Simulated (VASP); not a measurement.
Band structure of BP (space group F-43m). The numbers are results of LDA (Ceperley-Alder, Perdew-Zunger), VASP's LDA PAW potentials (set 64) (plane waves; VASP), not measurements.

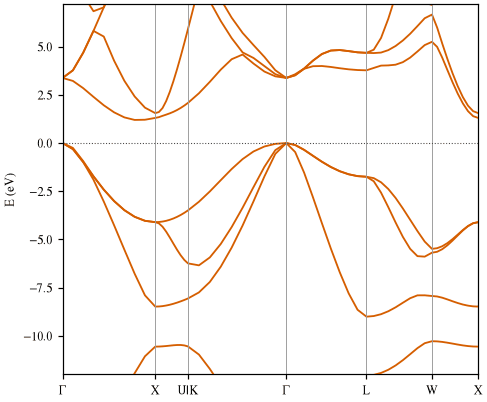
*Bands along high-symmetry lines, zero at the valence-band maximum or, without a gap, the Fermi level*

Problem. Read the plot: is there a gap, and where are the band edges?

Solution. The gap is indirect, 1.19 eV, from the valence maximum at Γ to the conduction minimum at (0.40, 0.40, 0.00).

The structure is a typed BP crystal. The cell was not relaxed at this level.
